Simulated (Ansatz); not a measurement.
## Electronic structure of H₆OSi₂···H₂O in real space

```yaml
atoms:
  - { symbol: Si, position_ang: [-0.9973, 1.1009, 0.4571] }
  - { symbol: O, position_ang: [-1.5782, -2.0320, -0.7903] }
  - { symbol: H, position_ang: [-0.4532, 2.4282, 0.8511] }
  - { symbol: H, position_ang: [-1.9142, 1.2597, -0.6950] }
  - { symbol: H, position_ang: [-1.7052, 0.4927, 1.6070] }
  - { symbol: H, position_ang: [-0.7813, -1.5031, -0.6713] }
  - { symbol: O, position_ang: [0.2559, 0.1301, -0.0072] }
  - { symbol: Si, position_ang: [1.8858, 0.0363, 0.2002] }
  - { symbol: H, position_ang: [-1.8184, -1.9206, -1.7123] }
  - { symbol: H, position_ang: [2.5037, 1.3634, -0.0534] }
  - { symbol: H, position_ang: [2.2032, -0.3967, 1.5845] }
  - { symbol: H, position_ang: [2.3993, -0.9590, -0.7705] }
```

The product side of a reaction path; geometry: PBE0-D4/def2-TZVP.

Theory: RKS PBE0-D4/def2-TZVPP (Ansatz).

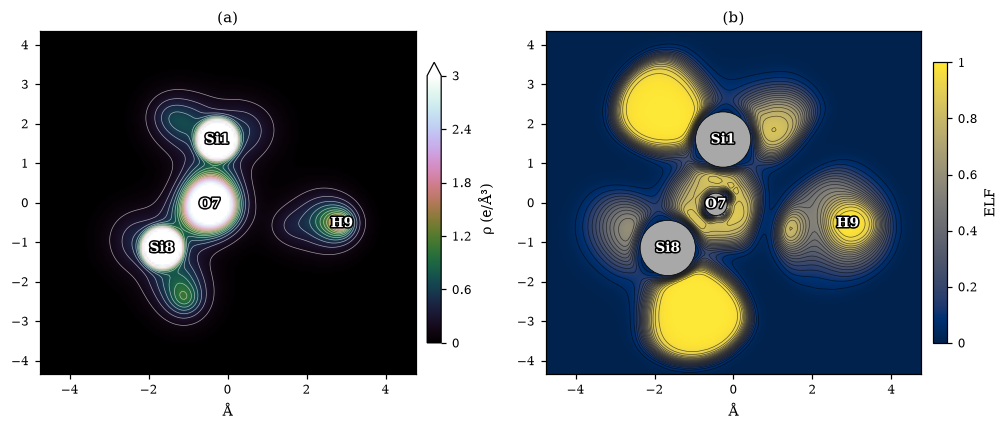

Figure 1. (a) total electron density; (b) electron localisation function on the plane of atoms Si1, O7 and Si8. Grey discs cover the atomic cores in the ELF map.

Q: Interpret the plot.

A:
- The section cuts through Si, O and H sites.
- Si–O (1.65 Å): ρ is about 1.1 e/Å³ halfway; the ELF peaks at about 0.85 between the atoms: a polar covalent bond.

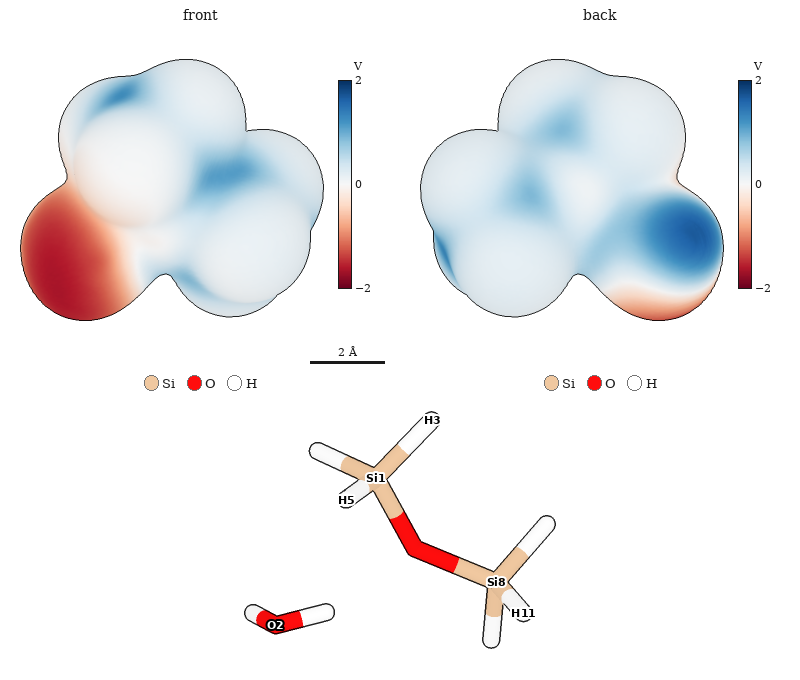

Figure 2. The electrostatic potential painted on the density surface at 0.001 e/bohr³, seen from the front and from behind; the colour scale runs from red (negative) to blue (positive). The bare structure is drawn below in the same view.

Q: Where is the surface potential most negative and most positive?

A: The most negative region (about −1.6 V) lies over O2, the most positive (about +1.6 V) over H9. O2 is the likeliest acceptor of a hydrogen bond.

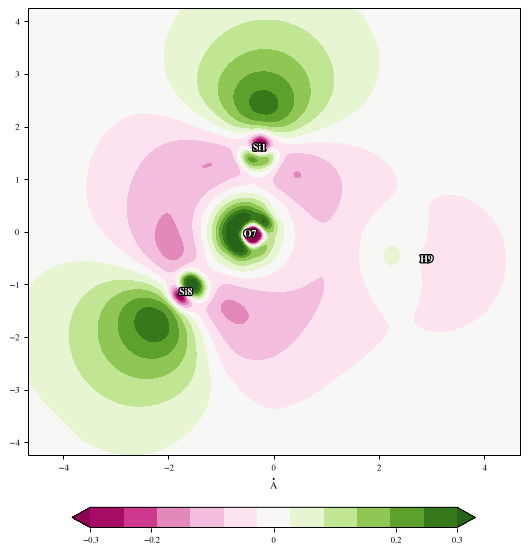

Figure 3. The LUMO on the plane of atoms Si1, O7 and Si8 (values in Å⁻³ᐟ²; the overall sign is arbitrary).

Q: Describe this orbital and give its energy.

A: Its weight (Hirshfeld) is mainly on Si8 (about 35 %), Si1 (about 30 %) and O7 (about 10 %). Its energy is −0.49 eV.
